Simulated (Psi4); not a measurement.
**InNH4 (SMILES [NH2][InH2]) at MP2/def2-SVP (core potential)**

What is the vertical singlet–triplet gap of InNH4 at MP2/def2-SVP (core potential)? The job is set up through an ASE script.

Program for the calculation: Psi4 1.11.

11 further runs of the same task are left out: 10 that didn't finish, 1 set aside as unsound or not needed.

## 1. The molecule

InNH4: 6 atoms, total charge 0, spin state singlet. As SMILES, `[NH2][InH2]`. Geometry: relaxed at PBE0-D4/def2-TZVP.

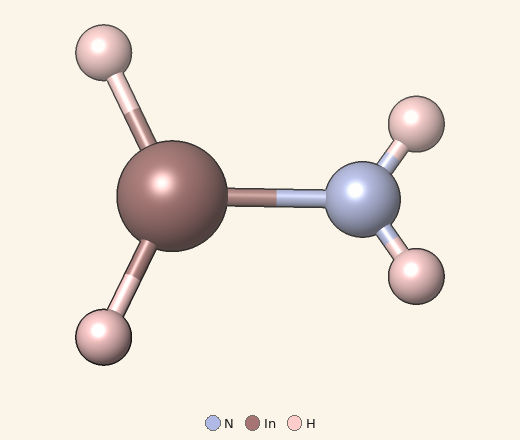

Viewed from a chosen angle; nitrogen light blue, indium brown, hydrogen pink.

## 2. The energy at MP2/def2-SVP (core potential)

File run.py:

```python
import numpy as np
from ase.calculators.psi4 import Psi4
from ase import Atoms

a = Atoms(['N', 'In', 'H', 'H', 'H', 'H'], positions=[
    [-0.092200, -1.060500, 0.036600],
    [0.095300, 0.935900, -0.048300],
    [-0.598000, -1.552900, 0.753400],
    [0.311900, -1.697300, -0.629300],
    [1.012500, 1.520500, -1.370700],
    [-0.687400, 1.790300, 1.212100],
])
calc = Psi4(atoms=a, method='mp2', basis='def2-SVP', memory='1600MB', num_threads=1, charge=0, multiplicity=1, label='h4inn', reference='rhf')
calc.psi4.set_options({'puream': True, 'e_convergence': 1e-09, 'd_convergence': 1e-08, 'scf_type': 'pk', 'num_frozen_docc': 5, 'mp2_type': 'conv'})
a.calc = calc

print(f'energy: {a.get_potential_energy():.6f} eV')
```

On the command line:

```sh
python run.py
```

h4inn.dat:

```text
[...]
    !!!  WARNING: ECP capability is in beta. Please check occupations closely.  !!!
[...]
  Running in c1 symmetry.
[...]
  Nuclear repulsion =   70.741603805927312
[...]
  Multiplicity = 1
[...]
  Nalpha       = 16
  Nbeta        = 16
[...]
    Number of basis functions: 60
[...]
   @RHF iter   1:  -245.79017471111646   -1.47409e+00   8.44168e-03 DIIS/ADIIS
[...]
   @RHF iter  11:  -245.91295112188706   -1.42109e-12   2.15386e-09 DIIS
[...]
    Orbital Energies [Eh]
    ---------------------
    Doubly Occupied:
       1A    -15.514005     2A     -5.374929     3A     -3.635956
       4A     -3.627850     5A     -3.627775     6A     -1.085690
       7A     -1.022778     8A     -1.018348     9A     -1.016368
      10A     -1.014616    11A     -0.995188    12A     -0.616201
      13A     -0.570697    14A     -0.444374    15A     -0.408711
      16A     -0.370819
[...]
  @RHF Final Energy:  -245.91295112188706
   => Energetics <=
    Nuclear Repulsion Energy =             70.7416038059273120
    One-Electron Energy =                -552.6204988915887952
    Two-Electron Energy =                 235.9659439637744356
    Total Energy =                       -245.9129511218870618
[...]
 Multipole Moments:
 ------------------------------------------------------------------------------------
     Multipole            Electronic (a.u.)      Nuclear  (a.u.)        Total (a.u.)
 ------------------------------------------------------------------------------------
 L = 1.  Multiply by 2.5417464519 to convert [e a0] to [Debye]
 Dipole X            :          1.7685366           -1.7757233           -0.0071867
 Dipole Y            :         18.8579711          -18.9634003           -0.1054293
 Dipole Z            :         -0.8027717            0.8094175            0.0066458
 Magnitude           :                                                    0.1058827
[...]
	SCS-MP2 Total Energy (a.u.)        :  -246.18727741209554
	SOS-MP2 Total Energy (a.u.)        :  -246.16632884493404
	SCSN-MP2 Total Energy (a.u.)       :  -246.02355955649963
[...]
	SOS-PI-MP2 Total Energy (a.u.)     :  -246.20855846544188
[...]
	MP2 Total Energy (a.u.)            :  -246.18694492591064
[...]
```

The script printed:

```text
energy: -6699.087993 eV
```

It took 5.7 s on 1 thread of Intel Xeon Platinum 8259CL at 2.50GHz (Skylake/Cascade Lake), shared host; peak memory 0.25 GiB.

## 3. The triplet at the same level

File run.py:

```python
import numpy as np
from ase.calculators.psi4 import Psi4
from ase import Atoms

a = Atoms(['N', 'In', 'H', 'H', 'H', 'H'], positions=[
    [-0.092200, -1.060500, 0.036600],
    [0.095300, 0.935900, -0.048300],
    [-0.598000, -1.552900, 0.753400],
    [0.311900, -1.697300, -0.629300],
    [1.012500, 1.520500, -1.370700],
    [-0.687400, 1.790300, 1.212100],
])
calc = Psi4(atoms=a, method='mp2', basis='def2-SVP', memory='1600MB', num_threads=1, charge=0, multiplicity=3, label='calc', reference='uhf')
calc.psi4.set_options({'puream': True, 'e_convergence': 1e-09, 'd_convergence': 1e-08, 'scf_type': 'pk', 'num_frozen_docc': 5, 'mp2_type': 'conv', 'maxiter': 100})
a.calc = calc

print(f'energy: {a.get_potential_energy():.6f} eV')
```

On the command line:

```sh
python run.py
```

calc.dat:

```text
[...]
    !!!  WARNING: ECP capability is in beta. Please check occupations closely.  !!!
[...]
  Running in c1 symmetry.
[...]
  Nuclear repulsion =   70.741603805927312
[...]
  Multiplicity = 3
[...]
  Nalpha       = 17
  Nbeta        = 15
[...]
    Number of basis functions: 60
[...]
   @UHF iter   1:  -245.55052692200181   -1.23445e+00   8.85573e-03 DIIS/ADIIS
[...]
   @UHF iter  27:  -245.69912424206035    1.49441e-10   9.18724e-09 DIIS
[...]
   @S^2 Observed:                2.080387695E+00
[...]
    Orbital Energies [Eh]
    ---------------------
    Alpha Occupied:
       1A    -15.496880     2A     -5.396615     3A     -3.660257
       4A     -3.648928     5A     -3.647921     6A     -1.085451
       7A     -1.052065     8A     -1.049772     9A     -1.038288
      10A     -1.029401    11A     -1.003601    12A     -0.657655
      13A     -0.611837    14A     -0.562311    15A     -0.473179
      16A     -0.385499    17A     -0.167298
    Alpha Virtual:
      18A      0.066852    19A      0.107557    20A      0.142354
      21A      0.229363    22A      0.269919    23A      0.281746
      24A      0.284913    25A      0.302644    26A      0.401502
[...]
  @UHF Final Energy:  -245.69912424206035
   => Energetics <=
    Nuclear Repulsion Energy =             70.7416038059273120
    One-Electron Energy =                -551.9645339665637493
    Two-Electron Energy =                 235.5238059185761017
    Total Energy =                       -245.6991242420603498
  UHF NO Occupations:
  HONO-2 :   15  A 1.9616533
  HONO-1 :   16  A 1.0000000
[...]
 Multipole Moments:
 ------------------------------------------------------------------------------------
     Multipole            Electronic (a.u.)      Nuclear  (a.u.)        Total (a.u.)
 ------------------------------------------------------------------------------------
 L = 1.  Multiply by 2.5417464519 to convert [e a0] to [Debye]
 Dipole X            :          1.7989202           -1.7757233            0.0231969
 Dipole Y            :         19.4072759          -18.9634003            0.4438756
 Dipole Z            :         -0.8341134            0.8094175           -0.0246959
 Magnitude           :                                                    0.4451668
[...]
	SCS-MP2 Total Energy (a.u.)        :  -245.96203255294853
	SOS-MP2 Total Energy (a.u.)        :  -245.96022961216229
	SCSN-MP2 Total Energy (a.u.)       :  -245.81469271973017
[...]
	SOS-PI-MP2 Total Energy (a.u.)     :  -245.98031464063166
[...]
	MP2 Total Energy (a.u.)            :  -245.96563843452111
[...]
```

On the terminal:

```text
energy: -6693.065936 eV
```

It took 6 s on 1 thread of Intel Xeon Platinum 8259CL at 2.50GHz (Skylake/Cascade Lake), shared host; peak memory 0.25 GiB.

## 4. Outcome

At MP2/def2-SVP (core potential), 5 core orbitals frozen:

| quantity | value |
| --- | --- |
| singlet: total energy | -246.18694 Eh |
| singlet: HOMO energy (Hartree–Fock orbitals) | -10.09 eV |
| singlet: LUMO energy (Hartree–Fock orbitals) | 1.51 eV |
| singlet: HOMO–LUMO gap (Hartree–Fock orbitals) | 11.60 eV |
| singlet: correlation energy (5 core orbitals frozen) | -274.0 mEh |
| triplet: total energy | -245.96564 Eh |
| triplet: HOMO energy (Hartree–Fock orbitals) (highest over α and β) | -4.55 eV |
| triplet: LUMO energy (Hartree–Fock orbitals) (lowest over α and β) | -3.41 eV |
| triplet: correlation energy (5 core orbitals frozen) | -266.5 mEh |
| triplet: ⟨S²⟩ of the reference determinant | 2.080 |
| vertical energy of the triplet above the singlet | 6.022 eV |

At this shape the triplet lies 6.02 eV (581 kJ/mol) above the singlet.
